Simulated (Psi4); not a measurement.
**Single-point calculation of SiHCl₂F**

System: SiHCl₂F, SMILES F[SiH](Cl)Cl.
Method: CCSD/def2-SVPD, RHF (Psi4 1.11).

The geometry comes from this level: PBE0-D4/def2-TZVP.

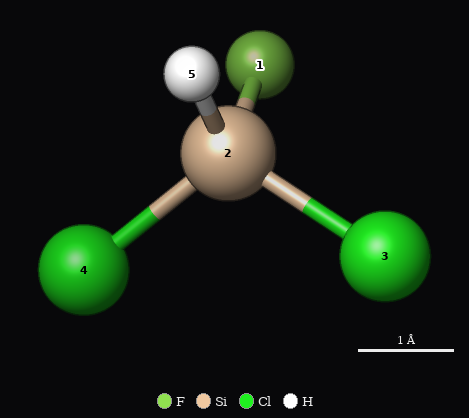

Figure 1. The structure (ball-and-stick view, seen at a tilt; atoms are numbered from 1 in the order of the input). Bond lengths as drawn: Cl–Si 2.02 Å, F–Si 1.58 Å and H–Si 1.47 Å.

## Input (calc.dat)
```
memory 2200 mb

molecule mol {
  0 1
  F      0.035500    -0.682700     1.466900
  Si     0.115700    -0.048400     0.020800
  Cl    -0.511900     1.872300     0.131500
  Cl    -1.092800    -1.108700    -1.208300
  H      1.503300    -0.106100    -0.452400
  symmetry c1
}

set globals {
  basis def2-SVPD
  reference rhf
  puream true
  e_convergence 1e-09
  d_convergence 1e-08
  scf_type pk
  num_frozen_docc 16
}

e, wfn = energy('ccsd', return_wfn=True)
```

Run on 1 thread of Intel Xeon (Sapphire Rapids), 32 GiB of memory available, shared host.

Run as:
```bash
psi4 -i calc.dat -o calc.out -n 1
```

## What the program printed
```
Psi4 1.11 release

   => Loading Basis Set <=

    Name: DEF2-SVPD
    Role: ORBITAL
    Keyword: BASIS

         ---------------------------------------------------------
                                   SCF
                              RHF Reference
                        1 Threads,   2098 MiB Core
         ---------------------------------------------------------

  ==> Geometry <==

    Molecular point group: c1
    Full point group: C1

    Geometry (in Angstrom), charge = 0, multiplicity = 1:

       Center              X                  Y                   Z               Mass
    ------------   -----------------  -----------------  -----------------  -----------------
         F            0.465348296351    -0.786761254123     1.548816998685    18.998403162730
         SI           0.545548296351    -0.152461254123     0.102716998685    27.976926534650
         CL          -0.082051703649     1.768238745877     0.213416998685    34.968852682000
         CL          -0.662951703649    -1.212761254123    -1.126383001315    34.968852682000
         H            1.933148296351    -0.210161254123    -0.370483001315     1.007825032230

  Running in c1 symmetry.

  Rotational constants: A =      0.16156  B =      0.08251  C =      0.05908 [cm^-1]
  Rotational constants: A =   4843.49138  B =   2473.56078  C =   1771.10470 [MHz]
  Nuclear repulsion =  281.098498196901915

  Charge       = 0
  Multiplicity = 1
  Electrons    = 58
  Nalpha       = 29
  Nbeta        = 29

  ==> Algorithm <==

  SCF Algorithm Type is PK.
  DIIS enabled.
  MOM disabled.
  Fractional occupation disabled.
  Guess Type is SAD.
  Energy threshold   = 1.00e-09
  Density threshold  = 1.00e-08
  Integral threshold = 1.00e-12

  ==> Primary Basis <==

  Basis Set: DEF2-SVPD
    Blend: DEF2-SVPD
    Number of shells: 45
    Number of basis functions: 109
    Number of Cartesian functions: 117
    Spherical Harmonics?: true
    Max angular momentum: 2

  ==> Integral Setup <==

  Using in-core PK algorithm.
   Calculation information:
      Number of atoms:                   5
      Number of AO shells:              45
      Number of primitives:             83
      Number of atomic orbitals:       117
      Number of basis functions:       109

      Integral cutoff                 1.00e-12
      Number of threads:                 1

  Performing in-core PK
  Using 35946020 doubles for integral storage.
  We computed 493905 shell quartets total.
  Whereas there are 536130 unique shell quartets.

  ==> DiskJK: Disk-Based J/K Matrices <==

    J tasked:                  Yes
    K tasked:                  Yes
    wK tasked:                  No
    Memory [MiB]:             1573
    Schwarz Cutoff:          1E-12

  Minimum eigenvalue in the overlap matrix is 6.4047141632E-04.
  Reciprocal condition number of the overlap matrix is 8.8583784986E-05.
    Using symmetric orthogonalization.

  ==> Pre-Iterations <==

  SCF Guess: Superposition of Atomic Densities via on-the-fly atomic UHF (no occupation information).

   -------------------------
    Irrep   Nso     Nmo
   -------------------------
     A        109     109
   -------------------------
    Total     109     109
   -------------------------

  ==> Iterations <==

                        Total Energy        Delta E     RMS |[F,P]|

   @RHF iter SAD: -1307.36954872966885   -1.30737e+03   0.00000e+00
   @RHF iter   1: -1307.62206741094383   -2.52519e-01   3.21397e-03 ADIIS/DIIS
   @RHF iter   2: -1307.66187365390260   -3.98062e-02   1.92734e-03 ADIIS/DIIS
   @RHF iter   3: -1307.67746545668979   -1.55918e-02   2.17613e-04 ADIIS/DIIS
   @RHF iter   4: -1307.67793342826303   -4.67972e-04   7.29628e-05 DIIS
   @RHF iter   5: -1307.67798579293526   -5.23647e-05   1.76615e-05 DIIS
   @RHF iter   6: -1307.67799161514313   -5.82221e-06   4.40575e-06 DIIS
   @RHF iter   7: -1307.67799197123895   -3.56096e-07   1.00667e-06 DIIS
   @RHF iter   8: -1307.67799198685930   -1.56203e-08   2.06772e-07 DIIS
   @RHF iter   9: -1307.67799198762555   -7.66249e-10   4.67132e-08 DIIS
   @RHF iter  10: -1307.67799198766033   -3.47882e-11   1.11503e-08 DIIS
   @RHF iter  11: -1307.67799198766375   -3.41061e-12   2.87571e-09 DIIS
  Energy and wave function converged.

  ==> Post-Iterations <==

    Orbital Energies [Eh]
    ---------------------

    Doubly Occupied:

       1A   -104.827702     2A   -104.827693     3A    -68.906145
       4A    -26.322221     5A    -10.589827     6A    -10.589819
       7A     -8.064498     8A     -8.064494     9A     -8.061837
      10A     -8.061830    11A     -8.061807    12A     -8.061802
      13A     -6.260489    14A     -4.372924    15A     -4.372561
      16A     -4.370507    17A     -1.603808    18A     -1.145957
      19A     -1.117382    20A     -0.796674    21A     -0.710241
      22A     -0.707354    23A     -0.669619    24A     -0.568787
      25A     -0.568360    26A     -0.515538    27A     -0.495155
      28A     -0.487822    29A     -0.480851

    Virtual:

      30A      0.081390    31A      0.101723    32A      0.104820
      33A      0.114946    34A      0.129780    35A      0.138185
      36A      0.141258    37A      0.146341    38A      0.171095
      39A      0.179598    40A      0.190360    41A      0.205749
      42A      0.233139    43A      0.245416    44A      0.271850
      45A      0.278086    46A      0.285524    47A      0.307728
      48A      0.320624    49A      0.321278    50A      0.341631
      51A      0.367936    52A      0.395529    53A      0.401624
      54A      0.403573    55A      0.409524    56A      0.416006
      57A      0.425637    58A      0.442037    59A      0.468796
      60A      0.495557    61A      0.495626    62A      0.504595
      63A      0.535438    64A      0.561579    65A      0.604182
      66A      0.728003    67A      0.738666    68A      0.753193
      69A      0.778204    70A      0.783020    71A      0.795234
      72A      0.827573    73A      0.909117    74A      0.923882
      75A      1.025353    76A      1.046957    77A      1.053054
      78A      1.060694    79A      1.070819    80A      1.105662
      81A      1.199600    82A      1.216744    83A      1.220369
      84A      1.225759    85A      1.228388    86A      1.232784
      87A      1.290206    88A      1.295229    89A      1.322734
      90A      1.387940    91A      1.413123    92A      1.462637
      93A      1.477013    94A      1.500338    95A      1.532093
      96A      1.719056    97A      1.763654    98A      1.833556
      99A      1.899106   100A      2.020056   101A      2.068271
     102A      2.075617   103A      2.438961   104A      2.487844
     105A      3.706646   106A      3.709046   107A      3.731789
     108A      3.736150   109A      3.965402

    Final Occupation by Irrep:
              A
    DOCC [    29 ]
    NA   [    29 ]
    NB   [    29 ]

  @RHF Final Energy: -1307.67799198766375

   => Energetics <=

    Nuclear Repulsion Energy =            281.0984981969019145
    One-Electron Energy =               -2370.1855762535424219
    Two-Electron Energy =                 781.4090860689768760
    Total Energy =                      -1307.6779919876637450

Computation Completed

Properties will be evaluated at   0.000000,   0.000000,   0.000000 [a0]

Properties computed using the SCF density matrix

 Multipole Moments:

 ------------------------------------------------------------------------------------
     Multipole            Electronic (a.u.)      Nuclear  (a.u.)        Total (a.u.)
 ------------------------------------------------------------------------------------

 L = 1.  Multiply by 2.5417464519 to convert [e a0] to [Debye]
 Dipole X            :         -1.6728513            2.0671737            0.3943224
 Dipole Y            :          0.0194323            0.0333485            0.0527808
 Dipole Z            :          0.6821410           -0.9704010           -0.2882600
 Magnitude           :                                                    0.4912940

 ------------------------------------------------------------------------------------

	total time  =          3 seconds =       0.05 minutes
 MINTS: Wrapper to libmints.

   Calculation information:
      Number of threads:                 1
      Number of atoms:                   5
      Number of AO shells:              45
      Number of SO shells:              45
      Number of primitives:             83
      Number of atomic orbitals:       117
      Number of basis functions:       109

      Number of irreps:                  1
      Integral cutoff                 1.00e-12
      Number of functions per irrep: [ 109 ]

 OEINTS: Overlap, kinetic, potential, dipole, and quadrupole integrals
         stored in file 35.

      Computing two-electron integrals...done
      Computed 16645287 non-zero two-electron integrals.
        Stored in file 33.

	Wfn Parameters:
	--------------------
	Wavefunction         = CCSD
	Number of irreps     = 1
	Number of MOs        = 109
	Number of active MOs = 93
	AO-Basis             = NONE
	Semicanonical        = false
	Reference            = RHF
	Print Level          = 1

	IRREP	# MOs	# FZDC	# DOCC	# SOCC	# VIRT	# FZVR
	-----	-----	------	------	------	------	------
	 A	   109	    16	    13	    0	    80	    0
	Transforming integrals...
	IWL integrals will be deleted.
	(OO|OO)...
	Presorting SO-basis two-electron integrals.
	Sorting File: SO Ints (nn|nn) nbuckets = 1
	Constructing frozen core operators
	Starting first half-transformation.
	Sorting half-transformed integrals.
	First half integral transformation complete.
	Starting second half-transformation.
	Two-electron integral transformation complete.
	(OO|OV)...
	Starting second half-transformation.
	Two-electron integral transformation complete.
	(OO|VV)...
	Starting second half-transformation.
	Two-electron integral transformation complete.
	(OV|OO)...
	Starting first half-transformation.
	Sorting half-transformed integrals.
	First half integral transformation complete.
	Starting second half-transformation.
	Two-electron integral transformation complete.
	(OV|OV)...
	Starting second half-transformation.
	Two-electron integral transformation complete.
	(OV|VV)...
	Starting second half-transformation.
	Two-electron integral transformation complete.
	(VV|OO)...
	Starting first half-transformation.
	Sorting half-transformed integrals.
	First half integral transformation complete.
	Starting second half-transformation.
	Two-electron integral transformation complete.
	(VV|OV)...
	Starting second half-transformation.
	Two-electron integral transformation complete.
	(VV|VV)...
	Starting second half-transformation.
	Two-electron integral transformation complete.
	Frozen core energy     =  -1475.86141248951321

	Size of irrep 0 of <ab|cd> integrals:     40.960 (MW) /    327.680 (MB)
	Total:                                    40.960 (MW) /    327.680 (MB)

	Size of irrep 0 of <ia|bc> integrals:      6.656 (MW) /     53.248 (MB)
	Total:                                     6.656 (MW) /     53.248 (MB)

	Size of irrep 0 of tijab amplitudes:       1.082 (MW) /      8.653 (MB)
	Total:                                     1.082 (MW) /      8.653 (MB)

	Nuclear Rep. energy          =    281.09849819690191
	SCF energy                   =  -1307.67799198766375
	One-electron energy          =   -206.09506174984006
	Two-electron energy          =     93.17998405479332
	Reference energy             =  -1307.67799198765806

	total time  =          8 seconds =       0.13 minutes
            **************************
            *                        *
            *        CCENERGY        *
            *                        *
            **************************

    Nuclear Rep. energy (wfn)     =  281.098498196901915
    SCF energy          (wfn)     = -1307.677991987663745
    Reference energy    (file100) = -1307.677991987658061

    Input parameters:
    -----------------
    Wave function   =     CCSD
    Reference wfn   =     RHF
    Brueckner       =     No
    Memory (Mbytes) =     2200.0
    Maxiter         =     50
    R_Convergence   =     1.0e-07
    E_Convergence   =     1.0e-09
    Restart         =     Yes
    DIIS            =     Yes
    AO Basis        =     NONE
    ABCD            =     NEW
    Cache Level     =     2
    Cache Type      =     LOW
    Print Level     =     1
    Num. of threads =     1
    # Amps to Print =     10
    Print MP2 Amps? =     No
    Analyze T2 Amps =     No
    Print Pair Ener =     No
    Local CC        =     No
    SCS-MP2         =     False
    SCSN-MP2        =     False
    SCS-CCSD        =     False

MP2 correlation energy -0.5792085938408410
                Solving CC Amplitude Equations
                ------------------------------
  Iter             Energy              RMS        T1Diag      D1Diag    New D1Diag    D2Diag
  ----     ---------------------    ---------   ----------  ----------  ----------   --------
     0        -0.579208593840841    0.000e+00    0.000000    0.000000    0.000000    0.121583
     1        -0.597283581283178    6.858e-02    0.009328    0.024682    0.024682    0.130830
     2        -0.609005014546099    2.174e-02    0.009239    0.023149    0.023149    0.136576
     3        -0.611706020770600    9.411e-03    0.010786    0.027587    0.027587    0.139415
     4        -0.611667071406693    1.781e-03    0.011054    0.028288    0.028288    0.139607
     5        -0.611646913720957    6.869e-04    0.011144    0.028601    0.028601    0.139611
     6        -0.611649524152689    2.057e-04    0.011173    0.028706    0.028706    0.139603
     7        -0.611647675797843    6.740e-05    0.011179    0.028726    0.028726    0.139601
     8        -0.611647134785867    2.054e-05    0.011179    0.028729    0.028729    0.139601
     9        -0.611647481701815    6.449e-06    0.011179    0.028729    0.028729    0.139602
    10        -0.611647345659269    2.333e-06    0.011179    0.028729    0.028729    0.139602
    11        -0.611647331790576    7.216e-07    0.011179    0.028728    0.028728    0.139602
    12        -0.611647310973385    2.372e-07    0.011179    0.028728    0.028728    0.139602
    13        -0.611647308520597    9.080e-08    0.011179    0.028728    0.028728    0.139602
    14        -0.611647307291873    2.802e-08    0.011179    0.028728    0.028728    0.139602
    15        -0.611647307448332    1.126e-08    0.011179    0.028728    0.028728    0.139602
    16        -0.611647307646532    4.060e-09    0.011179    0.028728    0.028728    0.139602

    Iterations converged.

    Largest TIA Amplitudes:
              4  10         0.0167840564
              5  15        -0.0130798280
              5  19         0.0128037903
              5   5        -0.0107780370
              5   2        -0.0101415803
              4  21        -0.0100545007
              9   1         0.0096990600
              9   3         0.0095448927
              6   6         0.0085162091
             11  10         0.0082075236

    Largest TIjAb Amplitudes:
      5   5  69  69        -0.0163288495
     12  12  14  14        -0.0120678422
      4   4  75  75        -0.0118660879
      8   8  14  14        -0.0118613662
      5   5  76  76        -0.0114950930
      5   5  78  78        -0.0112890658
      4   4  68  68        -0.0111354563
      6   6  12  12        -0.0109247640
      3   3  46  46        -0.0108864717
      8   8  10  10        -0.0107850167

    SCF energy       (wfn)                    = -1307.677991987663745
    Reference energy (file100)                = -1307.677991987658061

    Opposite-spin MP2 correlation energy      =   -0.423947667357401
    Same-spin MP2 correlation energy          =   -0.155260926483440
    Singles MP2 correlation energy            =   -0.000000000000000
    MP2 correlation energy                    =   -0.579208593840841
      * MP2 total energy                      = -1308.257200581498864

    Opposite-spin CCSD correlation energy     =   -0.467853103598844
    Same-spin CCSD correlation energy         =   -0.143794204047688
    Singles CCSD correlation energy           =    0.000000000000000
    CCSD correlation energy                   =   -0.611647307646532
      * CCSD total energy                     = -1308.289639295304596

    Psi4 run time: 0:00:35.55
```

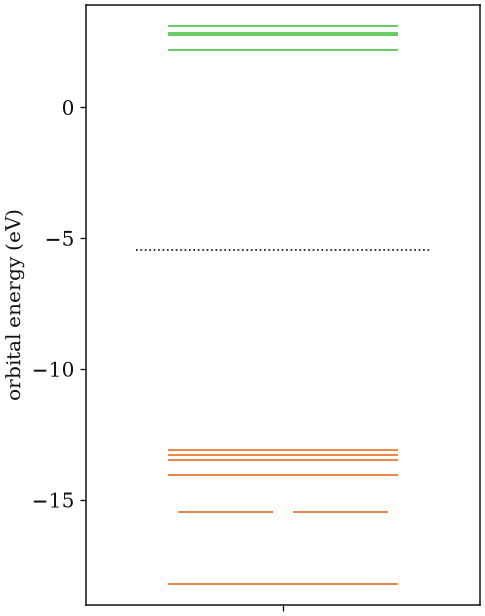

Figure 2. Orbital energies near the frontier (SCF reference); the dotted line parts filled from empty levels, and levels within 0.02 eV of each other stand side by side. Highest filled −13.08 eV, lowest empty 2.21 eV, 15.29 eV apart.

## Summary

```csv
quantity,value
outcome,converged
total energy,−1308.289639 hartree
SCF energy,−1307.677992 hartree
MP2 energy,−1308.257201 hartree
CCSD energy,−1308.289639 hartree
correlation energy,−0.611647 hartree
basis functions,109
T1 diagnostic,0.011
HOMO of the SCF reference,−13.08 eV
LUMO of the SCF reference,2.21 eV
wall time,37 s
peak memory,1 GiB
```
